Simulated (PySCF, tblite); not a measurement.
**C5H9NO2+ (doublet): geometry, infrared bands and EPR parameters**

What infrared bands and EPR parameters should C5H9NO2+ (doublet) (`CO[C@@H]1C[C@H]1C(N)=[O+]`) show?

Programs: tblite 0.8.0 and PySCF 2.14.0, with density-fitted response routines of our own. Each step states its level of theory. These are calculated values for one molecule in the gas phase, unless marked as measured. Atoms are numbered from 0 throughout.

**1. The molecule as given**

17 atoms, charge 1, multiplicity 2; geometry from: force field or distance geometry start.

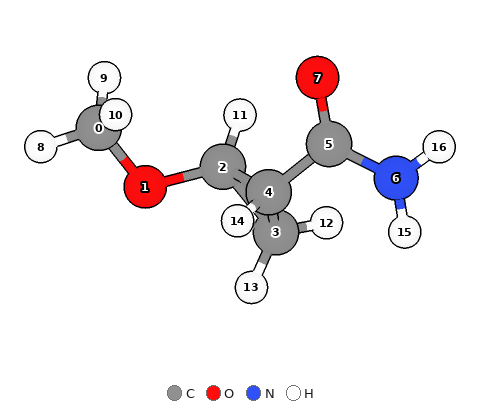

The starting geometry (carbon grey, oxygen red, nitrogen blue, hydrogen white), atoms numbered.

**2. Geometry optimisation with GFN2-xTB**

What the job is given:

```
{"job": {"kind": "relax", "xc": "GFN2-xTB", "basis": "xTB"}, "charge": 1, "multiplicity": 2}
C      2.705900     0.073400     0.648200
O      1.848100    -0.791400    -0.102600
C      0.484800    -0.719200     0.331100
C     -0.514800    -1.276700    -0.655600
C     -0.410200     0.209100    -0.463200
C     -1.466400     0.970300     0.229600
N     -2.701200     0.881700    -0.321500
O     -1.212200     1.650000     1.225600
H      3.722200    -0.026700     0.269900
H      2.682900    -0.199200     1.712600
H      2.371300     1.112500     0.524000
H      0.251900    -0.857600     1.384900
H     -1.376500    -1.802100    -0.225900
H     -0.123900    -1.716800    -1.565600
H      0.079100     0.782000    -1.255500
H     -2.893300     0.330200    -1.131000
H     -3.454800     1.392400     0.124500
```

The run is started by

```sh
OMP_NUM_THREADS=1 python probes_run.py task.json out
```

The driver reads the jobs from task.json and runs them one after another.

The program printed:

```text
step      E/eV     max force
  0    -702.51551    2.671
  1    -702.70010    1.760
  2    -702.74743    1.081
  3    -702.77191    0.551
  4    -702.79491    0.373
  5    -702.81536    0.339
  6    -702.82544    0.356
  7    -702.83629    0.243
  8    -702.84319    0.234
  9    -702.84989    0.224
 10    -702.85627    0.224
 11    -702.86310    0.233
 12    -702.86997    0.231
 13    -702.87716    0.191
 14    -702.88446    0.190
 15    -702.89160    0.228
 16    -702.89837    0.194
 17    -702.90476    0.245
 18    -702.91114    0.221
 19    -702.91883    0.231
 20    -702.92877    0.260
 21    -702.93907    0.201
 22    -702.94679    0.183
 23    -702.95334    0.150
 24    -702.95964    0.203
 25    -702.96340    0.162
 26    -702.96603    0.104
 27    -702.96777    0.085
 28    -702.96938    0.084
 29    -702.97094    0.098
 30    -702.97263    0.108
 31    -702.97438    0.103
 32    -702.97632    0.093
 33    -702.97821    0.115
 34    -702.98000    0.099
 35    -702.98173    0.096
 36    -702.98357    0.093
 37    -702.98566    0.139
 38    -702.98802    0.143
 39    -702.99055    0.117
 40    -702.99324    0.131
 41    -702.99594    0.114
 42    -702.99822    0.134
 43    -702.99989    0.098
 44    -703.00114    0.098
 45    -703.00237    0.106
 46    -703.00382    0.096
 47    -703.00534    0.097
 48    -703.00675    0.107
 49    -703.00820    0.093
 50    -703.01029    0.129
 51    -703.01266    0.162
 52    -703.01570    0.136
 53    -703.01802    0.119
 54    -703.01920    0.260
 55    -703.02041    0.086
 56    -703.02143    0.070
 57    -703.02262    0.130
 58    -703.02364    0.111
 59    -703.02434    0.082
 60    -703.02490    0.050
 61    -703.02570    0.068
 62    -703.02669    0.084
 63    -703.02761    0.071
 64    -703.02828    0.056
 65    -703.02887    0.064
 66    -703.02950    0.073
 67    -703.03019    0.080
 68    -703.03095    0.072
 69    -703.03196    0.080
 70    -703.03334    0.103
 71    -703.03519    0.131
 72    -703.03711    0.125
 73    -703.03864    0.093
 74    -703.03978    0.105
 75    -703.04097    0.156
 76    -703.04281    0.102
 77    -703.04597    0.266
 78    -703.04743    0.104
 79    -703.04861    0.097
 80    -703.05070    0.091
 81    -703.05212    0.119
 82    -703.05405    0.093
 83    -703.05544    0.112
 84    -703.05699    0.093
 85    -703.05864    0.193
 86    -703.06081    0.107
 87    -703.06378    0.161
 88    -703.06884    0.237
 89    -703.07427    0.224
 90    -703.07765    0.375
 91    -703.08238    0.298
 92    -703.08504    0.165
 93    -703.08594    0.174
 94    -703.08710    0.216
 95    -703.08969    0.110
 96    -703.09182    0.170
 97    -703.09447    0.162
 98    -703.09621    0.184
 99    -703.09780    0.195
100    -703.09886    0.193
101    -703.09983    0.095
102    -703.10058    0.126
103    -703.10113    0.079
104    -703.10141    0.086
105    -703.10159    0.069
106    -703.10185    0.062
107    -703.10228    0.047
108    -703.10286    0.046
109    -703.10345    0.054
110    -703.10391    0.050
111    -703.10431    0.043
112    -703.10469    0.072
113    -703.10514    0.036
114    -703.10545    0.025
115    -703.10556    0.024
116    -703.10560    0.022
117    -703.10568    0.022
118    -703.10578    0.020
119    -703.10588    0.020
120    -703.10597    0.022
121    -703.10605    0.021
122    -703.10612    0.017
123    -703.10616    0.021
124    -703.10618    0.020
125    -703.10620    0.014
126    -703.10621    0.010
```

Run time: 0.58 s. Hardware: 1 thread of Intel Xeon 6975P-C, shared host.

Along the way: (not every step is listed)

```csv
step,energy from step 0 (eV),largest force (eV/Å)
0,0.0000,2.6708
1,-0.1846,1.7605
2,-0.2319,1.0807
3,-0.2564,0.5511
4,-0.2794,0.3732
5,-0.2999,0.3388
6,-0.3099,0.3565
7,-0.3208,0.2433
8,-0.3277,0.2341
19,-0.4033,0.2314
30,-0.4571,0.1080
41,-0.4804,0.1143
52,-0.5002,0.1362
63,-0.5121,0.0708
74,-0.5243,0.1048
85,-0.5431,0.1925
96,-0.5763,0.1699
107,-0.5868,0.0472
118,-0.5903,0.0203
121,-0.5905,0.0209
122,-0.5906,0.0173
123,-0.5907,0.0206
124,-0.5907,0.0196
125,-0.5907,0.0144
126,-0.5907,0.0102
```

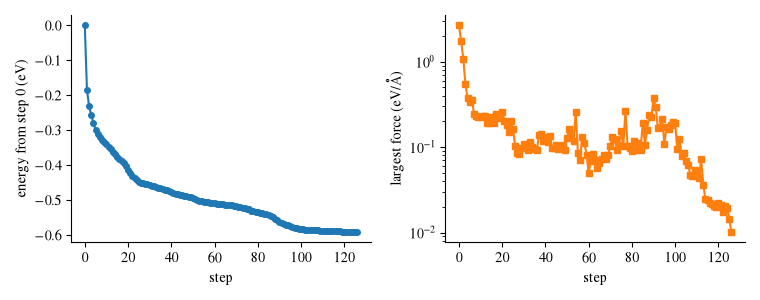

Energy and force, step by step.

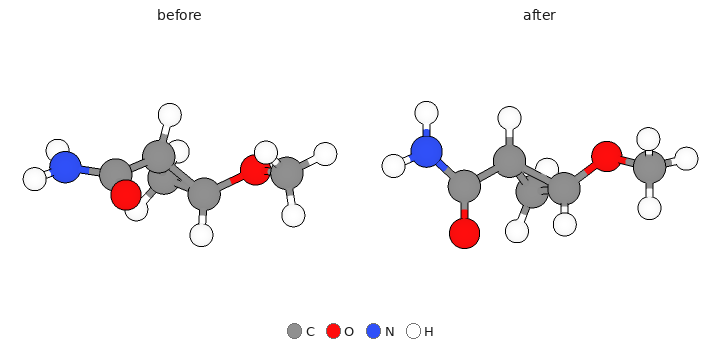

The geometry before (left) and after (right).

Distances of close pairs at the start and the end, largest changes first:

```csv
bond,before (Å),after (Å),change (Å)
O1–C2,1.432,1.341,-0.091
C4–C5,1.475,1.530,+0.055
C0–O1,1.431,1.400,-0.031
C5–O7,1.232,1.205,-0.028
C2–C4,1.514,1.539,+0.024
C2–C3,1.511,1.534,+0.023
C5–N6,1.355,1.333,-0.023
C3–C4,1.502,1.480,-0.022
```

The final coordinates are the input of the step that follows.

**3. Vibrational analysis with GFN2-xTB**

What the job is given:

```
{"job": {"kind": "ir", "xc": "GFN2-xTB", "basis": "xTB"}, "charge": 1, "multiplicity": 2}
C      2.801681     0.157483     0.548452
O      1.728101    -0.282606    -0.234087
C      0.522519    -0.484869     0.317692
C     -0.390729    -1.520318    -0.350920
C     -0.691534    -0.083943    -0.538843
C     -1.841991     0.536358     0.256303
N     -2.563959     1.405153    -0.450541
O     -2.043342     0.216557     1.400190
H      3.690113    -0.388329     0.216334
H      2.632703     0.017119     1.618073
H      2.985612     1.221415     0.344679
H      0.423166    -0.358809     1.393737
H     -0.976981    -2.096118     0.352607
H      0.000506    -2.074945    -1.191373
H     -0.486233     0.349062    -1.509982
H     -2.401288     1.610406    -1.422245
H     -3.395340     1.788414    -0.020474
```

The program printed:

```text
mode    cm-1     km/mol
  1      49.8     10.94
  2      51.6      9.04
  3      83.7      7.34
  4     154.1      5.37
  5     185.7     18.59
  6     304.3      5.42
  7     332.4      2.51
  8     394.4      3.88
  9     451.0     19.21
 10     454.2    136.29
 11     540.7    136.49
 12     575.1     32.45
 13     667.0     14.18
 14     723.1     21.17
 15     776.2      5.96
 16     844.5      9.10
 17     922.3      4.30
 18     969.7     33.72
 19     993.7      3.62
 20    1015.9     11.04
 21    1033.1     68.17
 22    1048.1    131.50
 23    1057.3      7.81
 24    1067.2      7.74
 25    1104.8      3.07
 26    1182.0      6.22
 27    1216.4     48.27
 28    1247.7     22.53
 29    1272.8    169.31
 30    1317.0     33.99
 31    1369.0     51.76
 32    1378.7    102.55
 33    1394.1     39.48
 34    1409.2     99.29
 35    1433.5    125.73
 36    1739.5    356.67
 37    2896.2     35.35
 38    2963.5    101.23
 39    2991.9      1.50
 40    3000.5      2.63
 41    3058.7      4.26
 42    3067.6     17.70
 43    3105.6      2.22
 44    3421.5    230.98
 45    3502.9     51.11
```

Wall time 0.4 s (1 thread of Intel Xeon 6975P-C, shared host).

The strongest bands and the atoms that carry them (share of the mass-weighted mode):

```csv
cm⁻¹,km/mol,atoms
454,136.3,"H15 73 %, N6 11 %"
541,136.5,H16 83 %
1048,131.5,"H12 23 %, H13 20 %, H14 14 %, C3 11 %"
1273,169.3,"C5 41 %, N6 15 %, H16 12 %"
1379,102.5,"H8 41 %, H10 27 %, H9 18 %"
1434,125.7,"H15 38 %, H16 35 %, N6 19 %"
1740,356.7,"C5 63 %, O7 32 %"
3422,231.0,"H16 81 %, H15 15 %"
```

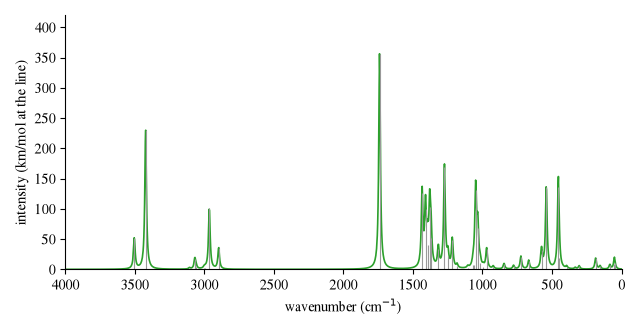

The infrared spectrum from these modes, unscaled. Lines are broadened to a width of 14 cm⁻¹ (Lorentzian).

**4. g tensor and hyperfine couplings: B3LYP/pcH-1**

Settings changed since step 3:

```diff
@@ -1,2 +1,2 @@
-{"job": {"kind": "ir", "xc": "GFN2-xTB", "basis": "xTB"}, "charge": 1, "multiplicity": 2}
+{"job": {"kind": "epr", "basis": "pcH-1"}, "charge": 1, "multiplicity": 2}
 C      2.801681     0.157483     0.548452
```

With the program's defaults for keys left out, this is: UKS B3LYP, pcH-1 on C H N O, non-relativistic, mean-field spin-orbit, GIAO.

The program printed:

```text
UKS, coarse grid
  cycle   1  E = -400.65080347  |g| = 6.98e-01
  cycle   2  E = -399.34000834  |g| = 1.77e+00
  cycle   3  E = -400.75771453  |g| = 4.43e-01
  cycle   4  E = -400.83258603  |g| = 1.35e-01
  cycle   5  E = -400.83801391  |g| = 6.60e-02
  cycle   6  E = -400.83981697  |g| = 1.42e-02
  cycle   7  E = -400.83990775  |g| = 7.42e-03
  cycle   8  E = -400.83993067  |g| = 3.46e-03
  cycle   9  E = -400.83993920  |g| = 1.46e-03
  cycle  10  E = -400.83994119  |g| = 1.22e-03
  cycle  11  E = -400.83994242  |g| = 3.67e-04
UKS, final grid
  cycle   1  E = -400.83988751  |g| = 7.53e-04
  cycle   2  E = -400.83988579  |g| = 2.27e-03
  cycle   3  E = -400.83988776  |g| = 1.78e-04
  cycle   4  E = -400.83988778  |g| = 9.10e-05
  cycle   5  E = -400.83988779  |g| = 5.76e-05
  cycle   6  E = -400.83988780  |g| = 2.09e-05
E = -400.83988780 Eh   <S^2> = 0.7540 (exact 0.7500)
g shifts (ppm)      1          2          3
  rmc          -262       -262       -262
  gc              5         15         48
  oz_so         628       4653       7157
  total         371       4406       6942
hyperfine (MHz)  atom isotope    a_iso     a_fc   dipolar eigenvalues
    0   13C     -16.32     -16.32     -4.26      0.24      4.02
    1   17O     -41.85     -41.85   -136.25     67.21     69.04
    2   13C     -11.89     -11.89    -21.81    -17.61     39.42
    3   13C      15.20      15.20    -15.02    -13.80     28.82
    4   13C      -4.46      -4.46    -21.24    -19.16     40.40
    5   13C       4.29       4.29     -5.49     -1.76      7.26
    6   14N      12.15      12.15     -1.94     -1.43      3.37
    7   17O      -6.46      -6.46    -35.76     17.77     17.99
    8    1H      52.62      52.62     -4.76     -2.72      7.48
    9    1H       7.29       7.29     -3.70     -2.09      5.78
   10    1H     106.77     106.77     -4.79     -2.77      7.57
   11    1H     -15.28     -15.28     -8.06     -4.66     12.72
   12    1H      42.03      42.03     -6.57     -2.32      8.89
   13    1H      -3.60      -3.60     -7.86     -1.09      8.95
   14    1H     -13.14     -13.14    -10.43     -0.59     11.02
   15    1H      -3.47      -3.47     -2.95     -0.79      3.74
   16    1H      10.13      10.13     -2.48     -0.72      3.20
```

Wall time 56 s (1 thread of Intel Xeon 6975P-C, shared host); peak memory 0.97 GiB.

Principal g values 2.00269, 2.00673, 2.00926; g(iso) = 2.00623, against 2.00232 for a free electron.

Mean a(iso) over the nuclei that a row names, and the largest dipolar term of the row (other rows stand at the frozen geometry):

```csv
nuclei,isotope,a(iso) (MHz),"a(iso) (G, at g = 2.0023)",largest dipolar term (MHz)
"H8, H9, H10",1H,55.6,19.8,7.6
H12,1H,42.0,15.0,8.9
O1,17O,-41.8,-14.9,-136.2
C0,13C,-16.3,-5.8,-4.3
H11,1H,-15.3,-5.5,12.7
C3,13C,15.2,5.4,28.8
H14,1H,-13.1,-4.7,11.0
N6,14N,12.2,4.3,3.4
C2,13C,-11.9,-4.2,39.4
H16,1H,10.1,3.6,3.2
O7,17O,-6.5,-2.3,-35.8
C4,13C,-4.5,-1.6,40.4
C5,13C,4.3,1.5,7.3
H13,1H,-3.6,-1.3,9.0
```

Mulliken spin populations:

C0 -0.01; O1 0.38; C2 0.15; C3 0.12; C4 0.16; C5 0.00; N6 0.02; O7 0.11; H8 0.02; H9 0.00; H10 0.04; H11 -0.01; H12 0.02; H13 0.00; H14 -0.01; H15 0.00; H16 0.01

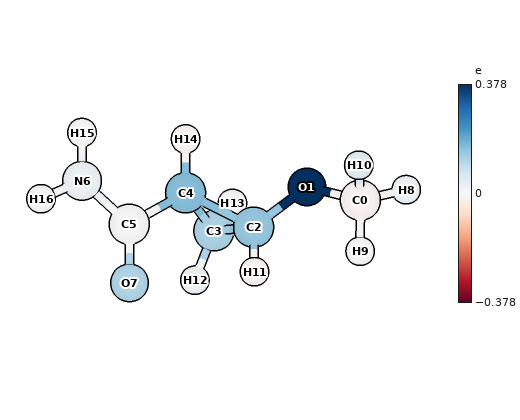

Mulliken spin populations, as colours on the atoms.

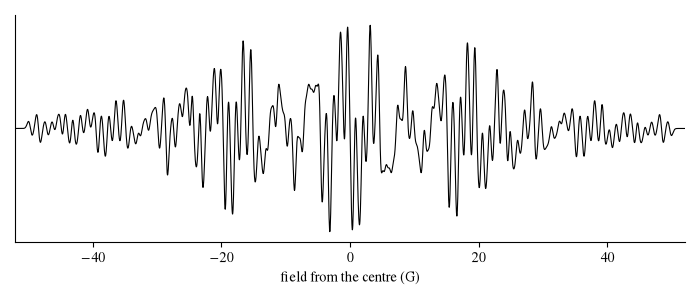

First-order isotropic spectrum (first derivative, main isotopes with spin only, couplings over 0.8 MHz, Gaussian width 0.3 G; couplings of the frozen geometry, rotation of groups not averaged beyond the rows shown).

Orbitals, density, ELF and potential are computed afterwards from the orbital file.

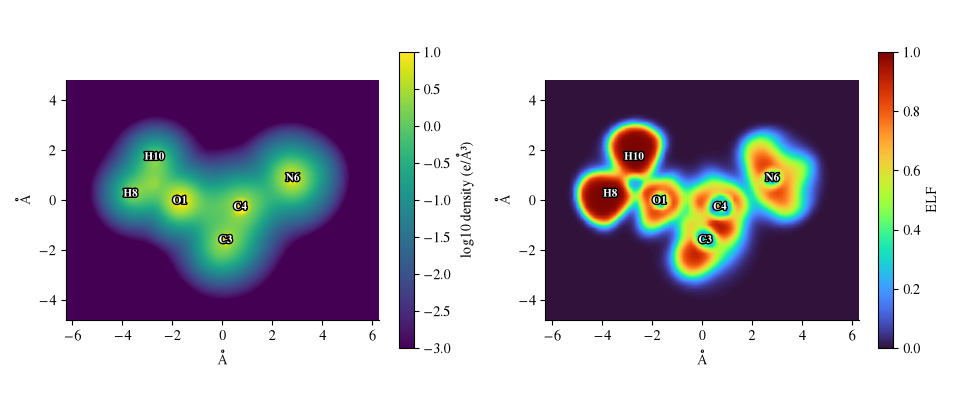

Density (left) and ELF (right) in a plane through or near 6 of the atoms.

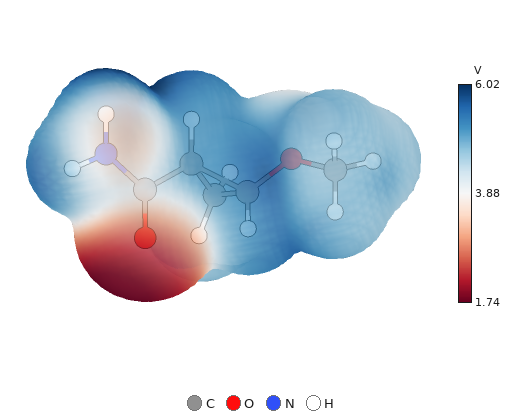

Electrostatic potential on the surface of density 0.002 e/bohr³; red is low, blue high. It runs from 1.74 V near O7 to 6.02 V near H15.

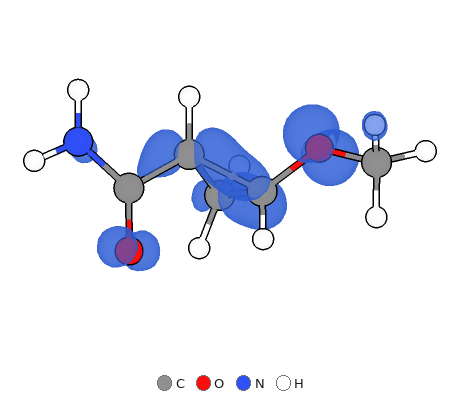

Spin density at ±0.06 e/Å³ (alpha excess blue, beta excess red).

**5. Results**

| quantity | value |
| --- | --- |
| strongest single infrared mode (GFN2-xTB) | 1740 cm⁻¹, 357 km/mol |
| zero-point energy (GFN2-xTB) | 84.0 kcal/mol |
| g(iso) (B3LYP) | 2.00623 |
| ⟨S²⟩ | 0.754 (exact 0.75) |
| largest a(iso) (averaged by class) | 1H on H8, H9, H10, 55.6 MHz |

**Reading.** Relaxing lowered the energy by 0.591 eV in 126 steps; the close pair that moved most is O1–C2, from 1.432 to 1.341 Å. No mode is imaginary among the 45: a minimum at this level. The strongest single mode, at 1740 cm⁻¹, moves mainly C5 and O7. Unscaled tight-binding wavenumbers are off by several per cent, some by more. Its intensities can rank the bands wrongly. The largest share of the spin, 0.38 e, sits on O1. The isotropic g lies 3.9 ppt above the free-electron value.
